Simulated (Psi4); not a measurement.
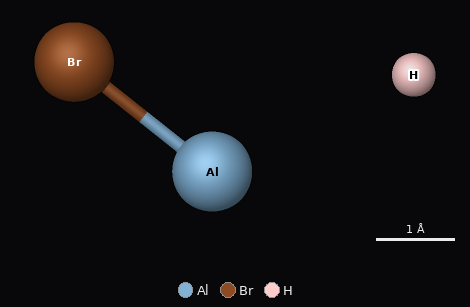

**Figure 1.** The structure as given in the input (ball-and-stick view, seen on its broad side). Sticks mark near contacts. Bond lengths as drawn: Al–Br 2.28 Å.

**AlHBr: single-point calculation**

- system: AlHBr, multiplicity 2
- method: B3LYP/cc-pVTZ, UKS (Psi4 1.11)

A bond length was changed on purpose from its optimised value.

### What the program printed
```
Psi4 1.11 release

   => Loading Basis Set <=

    Name: CC-PVTZ
    Role: ORBITAL
    Keyword: BASIS

         ---------------------------------------------------------
                                   SCF
                              UKS Reference
                        1 Threads,   1525 MiB Core
         ---------------------------------------------------------

  ==> Geometry <==

    Molecular point group: c1
    Full point group: Cs

    Geometry (in Angstrom), charge = 0, multiplicity = 2:

       Center              X                  Y                   Z               Mass
    ------------   -----------------  -----------------  -----------------  -----------------
         AL          -1.593475860565    -0.492782209740     0.000000000000    26.981538530000
         BR           0.589834090074     0.147432363231    -0.000000000000    78.918337600000
         H           -3.526698986739     1.648009437379     0.000000000000     1.007825032230

  Running in c1 symmetry.

  Rotational constants: A =      2.72296  B =      0.14877  C =      0.14106 [cm^-1]
  Rotational constants: A =  81632.20456  B =   4459.93860  C =   4228.89484 [MHz]
  Nuclear repulsion =  112.436332723666169

  Charge       = 0
  Multiplicity = 2
  Electrons    = 49
  Nalpha       = 25
  Nbeta        = 24

  ==> Algorithm <==

  SCF Algorithm Type is PK.
  DIIS enabled.
  MOM disabled.
  Fractional occupation disabled.
  Guess Type is SAD.
  Energy threshold   = 1.00e-09
  Density threshold  = 1.00e-08
  Integral threshold = 1.00e-12

  ==> Primary Basis <==

  Basis Set: CC-PVTZ
    Blend: CC-PVTZ
    Number of shells: 33
    Number of basis functions: 91
    Number of Cartesian functions: 103
    Spherical Harmonics?: true
    Max angular momentum: 3

  ==> DFT Potential <==

   => LibXC <=

    Version 7.1.2

   => Composite Functional: B3LYP <=

    B3LYP Hyb-GGA Exchange-Correlation Functional

    Deriv               =              1
    GGA                 =           TRUE
    Meta                =          FALSE

    Exchange Hybrid     =           TRUE
    MP2 Hybrid          =          FALSE

   => Exchange Functionals <=

    0.0800   Slater exchange
    0.7200         Becke 88

   => Exact (HF) Exchange <=

    0.2000               HF

   => Correlation Functionals <=

    0.1900   Vosko, Wilk & Nusair (VWN5_RPA)
    0.8100   Lee, Yang & Parr

   => LibXC Density Thresholds  <==

    XC_HYB_GGA_XC_B3LYP:  1.00E-15

   => Molecular Quadrature <=

    Radial Scheme          =       TREUTLER
    Pruning Scheme         =           NONE
    Nuclear Scheme         =       TREUTLER

    Blocking Scheme        =         OCTREE
    BS radius alpha        =              1
    Pruning alpha          =              1
    Radial Points          =             99
    Spherical Points       =            590
    Total Points           =         166298
    Total Blocks           =           1309
    Max Points             =            256
    Max Functions          =             91
    Weights Tolerance      =       1.00E-15

  ==> Integral Setup <==

  Using in-core PK algorithm.
   Calculation information:
      Number of atoms:                   3
      Number of AO shells:              33
      Number of primitives:            187
      Number of atomic orbitals:       103
      Number of basis functions:        91

      Integral cutoff                 1.00e-12
      Number of threads:                 1

  Performing in-core PK
  Using 17526782 doubles for integral storage.
  We computed 146074 shell quartets total.
  Whereas there are 157641 unique shell quartets.

  ==> DiskJK: Disk-Based J/K Matrices <==

    J tasked:                  Yes
    K tasked:                  Yes
    wK tasked:                  No
    Memory [MiB]:              783
    Schwarz Cutoff:          1E-12

  Cached 100.0% of DFT collocation blocks in 0.353 [GiB].

  Minimum eigenvalue in the overlap matrix is 4.2785047846E-03.
  Reciprocal condition number of the overlap matrix is 1.1684624612E-03.
    Using symmetric orthogonalization.

  ==> Pre-Iterations <==

  SCF Guess: Superposition of Atomic Densities via on-the-fly atomic UHF (no occupation information).

   -------------------------
    Irrep   Nso     Nmo
   -------------------------
     A         91      91
   -------------------------
    Total      91      91
   -------------------------

  ==> Iterations <==

                        Total Energy        Delta E     RMS |[F,P]|

   @UKS iter SAD: -2815.47552799248251   -2.81548e+03   0.00000e+00
   @UKS iter   1: -2816.92747921265709   -1.45195e+00   1.34762e-02 DIIS/ADIIS
   @UKS iter   2: -2816.59710294917795    3.30376e-01   1.51171e-02 DIIS/ADIIS
   @UKS iter   3: -2817.20985316993028   -6.12750e-01   2.28703e-03 DIIS/ADIIS
   @UKS iter   4: -2817.24610708104728   -3.62539e-02   6.73513e-04 DIIS/ADIIS
   @UKS iter   5: -2817.24832153069656   -2.21445e-03   2.16692e-04 DIIS/ADIIS
   @UKS iter   6: -2817.24866125147764   -3.39721e-04   3.96748e-05 DIIS
   @UKS iter   7: -2817.24869806534616   -3.68139e-05   1.50214e-05 DIIS
   @UKS iter   8: -2817.24870217239777   -4.10705e-06   7.78851e-06 DIIS
   @UKS iter   9: -2817.24870292616151   -7.53764e-07   1.61352e-06 DIIS
   @UKS iter  10: -2817.24870298142832   -5.52668e-08   5.62188e-07 DIIS
   @UKS iter  11: -2817.24870299575514   -1.43268e-08   2.79881e-07 DIIS
   @UKS iter  12: -2817.24870299994382   -4.18868e-09   9.36890e-08 DIIS
   @UKS iter  13: -2817.24870300021666   -2.72848e-10   2.19833e-08 DIIS
   @UKS iter  14: -2817.24870300022940   -1.27329e-11   4.69269e-09 DIIS
  Energy and wave function converged.

  ==> Post-Iterations <==

   Electrons on quadrature grid:
      Nalpha   =   25.0000002633 ; deviation = 2.633e-07
      Nbeta    =   24.0000001881 ; deviation = 1.881e-07
      Ntotal   =   49.0000004514 ; deviation = 4.514e-07

   @Spin Contamination Metric:   2.201994993E-02
   @S^2 Expected:                7.500000000E-01
   @S^2 Observed:                7.720199499E-01
   @S   Expected:                5.000000000E-01
   @S   Observed:                5.000000000E-01

    Orbital Energies [Eh]
    ---------------------

    Alpha Occupied:

       1A   -482.852087     2A    -62.500828     3A    -56.314941
       4A    -56.314323     5A    -56.314295     6A    -56.098781
       7A     -8.689378     8A     -6.512223     9A     -6.509969
      10A     -6.509875    11A     -4.175899    12A     -2.729205
      13A     -2.728816    14A     -2.725671    15A     -2.628793
      16A     -2.627948    17A     -2.627874    18A     -2.626055
      19A     -2.626055    20A     -0.768460    21A     -0.399689
      22A     -0.324641    23A     -0.312023    24A     -0.310141
      25A     -0.244445

    Alpha Virtual:

      26A     -0.074674    27A     -0.057021    28A      0.004038
      29A      0.099509    30A      0.134346    31A      0.138359
      32A      0.148541    33A      0.154321    34A      0.176693
      35A      0.179813    36A      0.187606    37A      0.202898
      38A      0.270171    39A      0.277613    40A      0.292823
      41A      0.355064    42A      0.376720    43A      0.380777
      44A      0.446676    45A      0.474289    46A      0.491574
      47A      0.567404    48A      0.619718    49A      0.645727
      50A      0.683854    51A      0.694797    52A      0.702462
      53A      0.706658    54A      0.722965    55A      0.743853
      56A      0.756210    57A      0.776559    58A      0.854618
      59A      0.896185    60A      0.927935    61A      0.934376
      62A      1.032021    63A      1.483242    64A      1.483418
      65A      1.489489    66A      1.525739    67A      1.527313
      68A      1.579853    69A      1.581466    70A      1.590459
      71A      1.749126    72A      1.752833    73A      1.755644
      74A      1.759821    75A      1.826408    76A      1.858239
      77A      1.866875    78A      2.074875    79A      2.084616
      80A      2.163964    81A      2.222637    82A      2.840813
      83A      3.149724    84A      3.149815    85A      3.160025
      86A      3.165354    87A      3.184045    88A      3.294121
      89A      3.550506    90A      3.565670    91A      3.744876

    Beta Occupied:

       1A   -482.852001     2A    -62.500776     3A    -56.314780
       4A    -56.314291     5A    -56.314229     6A    -56.098173
       7A     -8.689242     8A     -6.511927     9A     -6.509914
      10A     -6.509750    11A     -4.174950    12A     -2.728542
      13A     -2.728030    14A     -2.724903    15A     -2.628581
      16A     -2.627788    17A     -2.627671    18A     -2.625987
      19A     -2.625986    20A     -0.767370    21A     -0.396443
      22A     -0.311686    23A     -0.311201    24A     -0.255118

    Beta Virtual:

      25A     -0.131944    26A     -0.071073    27A     -0.038719
      28A      0.006419    29A      0.102805    30A      0.136133
      31A      0.140843    32A      0.149655    33A      0.154736
      34A      0.178959    35A      0.185541    36A      0.190163
      37A      0.207452    38A      0.278244    39A      0.292774
      40A      0.331044    41A      0.361246    42A      0.378002
      43A      0.385674    44A      0.450724    45A      0.483212
      46A      0.492770    47A      0.619240    48A      0.662383
      49A      0.672836    50A      0.689571    51A      0.699310
      52A      0.706282    53A      0.706782    54A      0.728153
      55A      0.751753    56A      0.778771    57A      0.798359
      58A      0.859748    59A      0.899712    60A      0.933185
      61A      0.937349    62A      1.064514    63A      1.483611
      64A      1.483871    65A      1.493073    66A      1.526610
      67A      1.528507    68A      1.580859    69A      1.582686
      70A      1.592001    71A      1.749550    72A      1.753552
      73A      1.755980    74A      1.760731    75A      1.827407
      76A      1.859238    77A      1.869461    78A      2.076050
      79A      2.085651    80A      2.165801    81A      2.374004
      82A      2.843547    83A      3.255476    84A      3.257155
      85A      3.264453    86A      3.269224    87A      3.270711
      88A      3.311947    89A      3.691925    90A      3.704405
      91A      3.877972

    Final Occupation by Irrep:
              A
    DOCC [    24 ]
    SOCC [     1 ]
    NA   [    25 ]
    NB   [    24 ]

  @UKS Final Energy: -2817.24870300022940

   => Energetics <=

    Nuclear Repulsion Energy =            112.4363327236661689
    One-Electron Energy =               -4144.3449209185000655
    Two-Electron Energy =                1303.3653736620155996
    DFT Exchange-Correlation Energy =     -88.7054884674113708
    Empirical Dispersion Energy =           0.0000000000000000
    VV10 Nonlocal Energy =                  0.0000000000000000
    Total Energy =                      -2817.2487030002298525

  UHF NO Occupations:
  HONO-2 :   23  A 1.9999630
  HONO-1 :   24  A 1.9889836
  HONO-0 :   25  A 1.0000000
  LUNO+0 :   26  A 0.0110164
  LUNO+1 :   27  A 0.0000370
  LUNO+2 :   28  A 0.0000083
  LUNO+3 :   29  A 0.0000076

Computation Completed

Properties will be evaluated at   0.000000,   0.000000,   0.000000 [a0]

Properties computed using the SCF density matrix

 Multipole Moments:

 ------------------------------------------------------------------------------------
     Multipole            Electronic (a.u.)      Nuclear  (a.u.)        Total (a.u.)
 ------------------------------------------------------------------------------------

 L = 1.  Multiply by 2.5417464519 to convert [e a0] to [Debye]
 Dipole X            :          6.4236403           -6.7986526           -0.3750123
 Dipole Y            :         -1.1196524            0.7596197           -0.3600327
 Dipole Z            :          0.0000000            0.0000000            0.0000000
 Magnitude           :                                                    0.5198632

 ------------------------------------------------------------------------------------

	total time  =         28 seconds =       0.47 minutes

  Variable Map:
  ----------------------------------------------------------------------------
  "CURRENT ENERGY"              =>   -2817.248703000229
  "CURRENT REFERENCE ENERGY"    =>   -2817.248703000229
  "DD SOLVATION ENERGY"         =>       0.000000000000
  "DFT FUNCTIONAL TOTAL ENERGY" =>   -2817.248703000230
  "DFT TOTAL ENERGY"            =>   -2817.248703000230
  "DFT VV10 ENERGY"             =>       0.000000000000
  "DFT XC ENERGY"               =>     -88.705488467411
  "GRID ELECTRONS ALPHA"        =>      25.000000263293
  "GRID ELECTRONS BETA"         =>      24.000000188108
  "GRID ELECTRONS TOTAL"        =>      49.000000451401
  "NUCLEAR REPULSION ENERGY"    =>     112.436332723666
  "ONE-ELECTRON ENERGY"         =>   -4144.344920918500
  "PCM POLARIZATION ENERGY"     =>       0.000000000000
  "PE ENERGY"                   =>       0.000000000000
  "SCF ITERATION ENERGY"        =>   -2817.248703000229
  "SCF ITERATIONS"              =>      14.000000000000
  "SCF TOTAL ENERGY"            =>   -2817.248703000229
  "TWO-ELECTRON ENERGY"         =>    1303.365373662016
  "XC GRID RADIAL POINTS"       =>      99.000000000000
  "XC GRID SPHERICAL POINTS"    =>     590.000000000000
  "XC GRID TOTAL POINTS"        =>  166298.000000000000

  Array Variable Map:
  ----------------------------------------------------------------------------
  "CURRENT DIPOLE"              =>      -0.375012309593 ... 0.000000000000 1 by 3
  "SCF DIPOLE"                  =>      -0.375012309593 ... 0.000000000000 1 by 3
  "SCF TOTAL ENERGIES"          =>   -2815.475527992483 ... -2817.248703000229 1 by 15

    Psi4 run time: 0:00:28.69
```

The run was set up as follows.

### The input (job.in)
```
memory 1600 mb

molecule geom {
  0 2
  Al     0.505081    -1.574105     0.085869
  Br     2.386281    -0.937505     1.196069
  H     -1.298900     0.554600    -0.645300
  symmetry c1
}

set basis cc-pVTZ
set reference uks
set puream true
set e_convergence 1e-09
set d_convergence 1e-08
set scf_type pk
set dft_radial_points 99
set dft_spherical_points 590
set maxiter 200

energy('b3lyp')
print_variables()
```

Run as:
```bash
psi4 job.in job.out -n 1
```

### Summary

- outcome: converged
- total energy: −2817.248703 hartree
- basis functions: 91
- ⟨S²⟩: 0.772
- dipole moment: 1.32 D
- hardware: 1 thread of Intel Xeon (Granite Rapids), 192 GiB of memory available, shared host
- wall time: 30 s
- peak memory: 1.5 GiB
